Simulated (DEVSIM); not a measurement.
Device: abrupt InP p-n junction, at 250 K.

| layer (left to right) | material | thickness (μm) | Nd (cm⁻³) | Na (cm⁻³) | τn (s) | τp (s) |
|---|---|---|---|---|---|---|
| 1 | InP | 7.30 | - | 7.3e17 | 5.4e-9 | 5.4e-9 |
| 2 | InP | 89.0 | 1e17 | - | 5.4e-9 | 1.6e-10 |

Left contact: ohmic. Right contact: ohmic. Voltage is applied to the left contact. Recombination: SRH at mid-gap, radiative. Mobility is μmin + (μ − μmin)/(1 + (N/Nref)^α).

Constants are typed, rounded textbook-type inputs, not results; the design itself was drawn at random and stands for no fabricated device. Values at 300 K; Nc and Nv go as T^1.5, mobilities as T to minus their exponent, the gap by Varshni's rule with the affinity fixed.

| parameter | InP |
|---|---|
| gap (eV) | 1.344 |
| affinity (eV) | 4.38 |
| permittivity | 12.5 |
| Nc (cm⁻³) | 5.7e17 |
| Nv (cm⁻³) | 1.1e19 |
| μn (cm²/Vs) | 5200 |
| μp (cm²/Vs) | 170 |
| μn,min | 400 |
| μp,min | 10 |
| Nref,n | 3e17 |
| Nref,p | 4.9e17 |
| αn | 0.47 |
| αp | 0.62 |
| T exponent of μn | 2 |
| T exponent of μp | 2 |
| B (cm³/s) | 1.2e-10 |
| Varshni α (eV/K) | 0.000363 |
| Varshni β (K) | 162 |

Simulated with DEVSIM: 1D drift-diffusion, Boltzmann statistics, complete ionisation; no tunnelling, impact ionisation, image-force lowering or self-heating.

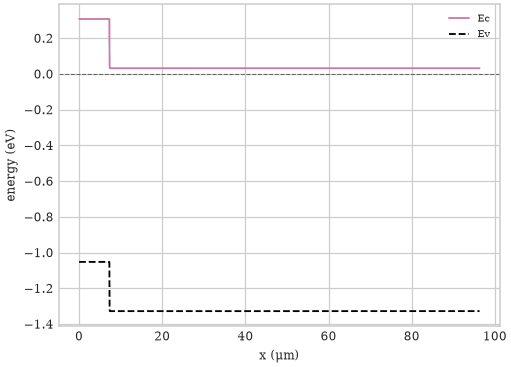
Figure: Band edges at 1.0 V on the left contact

Energies count from the Fermi level of the right contact; mesh points crowd at the junctions.

```json
[
 {"x (μm)": "0.000", "Ec (eV)": "0.307", "Ev (eV)": "-1.052", "n (cm⁻³)": "< 1e2", "p (cm⁻³)": "7.3e17", "field (V/cm)": "≈ 0"},
 {"x (μm)": "0.04806", "Ec (eV)": "0.307", "Ev (eV)": "-1.052", "n (cm⁻³)": "1.3e9", "p (cm⁻³)": "7.3e17", "field (V/cm)": "≈ 0"},
 {"x (μm)": "0.1917", "Ec (eV)": "0.307", "Ev (eV)": "-1.052", "n (cm⁻³)": "5.3e9", "p (cm⁻³)": "7.3e17", "field (V/cm)": "≈ 0"},
 {"x (μm)": "0.6209", "Ec (eV)": "0.307", "Ev (eV)": "-1.052", "n (cm⁻³)": "1.7e10", "p (cm⁻³)": "7.3e17", "field (V/cm)": "≈ 0"},
 {"x (μm)": "2.642", "Ec (eV)": "0.307", "Ev (eV)": "-1.052", "n (cm⁻³)": "7.6e10", "p (cm⁻³)": "7.3e17", "field (V/cm)": "≈ 0"},
 {"x (μm)": "5.624", "Ec (eV)": "0.307", "Ev (eV)": "-1.052", "n (cm⁻³)": "1.9e11", "p (cm⁻³)": "7.3e17", "field (V/cm)": "≈ 0"},
 {"x (μm)": "6.755", "Ec (eV)": "0.307", "Ev (eV)": "-1.052", "n (cm⁻³)": "2.5e11", "p (cm⁻³)": "7.3e17", "field (V/cm)": "≈ 0"},
 {"x (μm)": "7.192", "Ec (eV)": "0.307", "Ev (eV)": "-1.052", "n (cm⁻³)": "2.7e11", "p (cm⁻³)": "7.3e17", "field (V/cm)": "≈ 0"},
 {"x (μm)": "7.280", "Ec (eV)": "0.306", "Ev (eV)": "-1.054", "n (cm⁻³)": "2.9e11", "p (cm⁻³)": "7.0e17", "field (V/cm)": "-2100"},
 {"x (μm)": "7.315", "Ec (eV)": "0.154", "Ev (eV)": "-1.205", "n (cm⁻³)": "3.4e14", "p (cm⁻³)": "6.1e14", "field (V/cm)": "-54000"},
 {"x (μm)": "7.394", "Ec (eV)": "0.032", "Ev (eV)": "-1.328", "n (cm⁻³)": "9.8e16", "p (cm⁻³)": "1.8e12", "field (V/cm)": "-400"},
 {"x (μm)": "7.768", "Ec (eV)": "0.032", "Ev (eV)": "-1.328", "n (cm⁻³)": "1.0e17", "p (cm⁻³)": "3.8e11", "field (V/cm)": "≈ 0"},
 {"x (μm)": "8.755", "Ec (eV)": "0.032", "Ev (eV)": "-1.328", "n (cm⁻³)": "1.0e17", "p (cm⁻³)": "7.3e9", "field (V/cm)": "≈ 0"},
 {"x (μm)": "11.73", "Ec (eV)": "0.032", "Ev (eV)": "-1.328", "n (cm⁻³)": "1.0e17", "p (cm⁻³)": "54000", "field (V/cm)": "≈ 0"},
 {"x (μm)": "26.61", "Ec (eV)": "0.032", "Ev (eV)": "-1.328", "n (cm⁻³)": "1.0e17", "p (cm⁻³)": "< 1e2", "field (V/cm)": "≈ 0"},
 {"x (μm)": "61.47", "Ec (eV)": "0.032", "Ev (eV)": "-1.328", "n (cm⁻³)": "1.0e17", "p (cm⁻³)": "< 1e2", "field (V/cm)": "≈ 0"},
 {"x (μm)": "84.74", "Ec (eV)": "0.032", "Ev (eV)": "-1.328", "n (cm⁻³)": "1.0e17", "p (cm⁻³)": "< 1e2", "field (V/cm)": "≈ 0"},
 {"x (μm)": "92.47", "Ec (eV)": "0.032", "Ev (eV)": "-1.328", "n (cm⁻³)": "1.0e17", "p (cm⁻³)": "< 1e2", "field (V/cm)": "≈ 0"},
 {"x (μm)": "95.40", "Ec (eV)": "0.032", "Ev (eV)": "-1.328", "n (cm⁻³)": "1.0e17", "p (cm⁻³)": "< 1e2", "field (V/cm)": "≈ 0"},
 {"x (μm)": "96.02", "Ec (eV)": "0.032", "Ev (eV)": "-1.328", "n (cm⁻³)": "1.0e17", "p (cm⁻³)": "< 1e2", "field (V/cm)": "≈ 0"},
 {"x (μm)": "96.22", "Ec (eV)": "0.032", "Ev (eV)": "-1.328", "n (cm⁻³)": "1.0e17", "p (cm⁻³)": "< 1e2", "field (V/cm)": "≈ 0"},
 {"x (μm)": "96.30", "Ec (eV)": "0.032", "Ev (eV)": "-1.328", "n (cm⁻³)": "1.0e17", "p (cm⁻³)": "< 1e2", "field (V/cm)": "≈ 0"}
]
```
